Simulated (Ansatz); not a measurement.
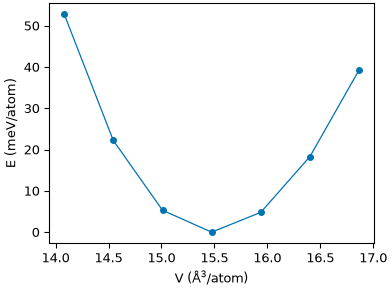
Fig. 1. TiAl$_{3}$ (Cu3Au type, Pm-3m) under volume change, plane-wave PAW r²SCAN (Ansatz code), scaled uniformly.

**Question.** What does a third-order Birch–Murnaghan fit give for V₀, B₀ and B′?

**Answer.** V₀ = 15.47 Å³/atom, B₀ = 116 GPa, B′ = 4.0.

The workflow started from a Materials Project entry (that database holds measured and hypothetical structures alike); the Crystallography Open Database copy checked does not list it. With Ti and Al taken as one species the cell has the higher symmetry Fm-3m, so it may be an ordered model of a mixed-site phase. Its standing as an ambient phase is unchecked. Symmetry was held in the r²SCAN relaxation; whether a distortion lowers the energy is not shown. The run is not spin-polarised.

Potentials: the later of the program's two PAW sets.
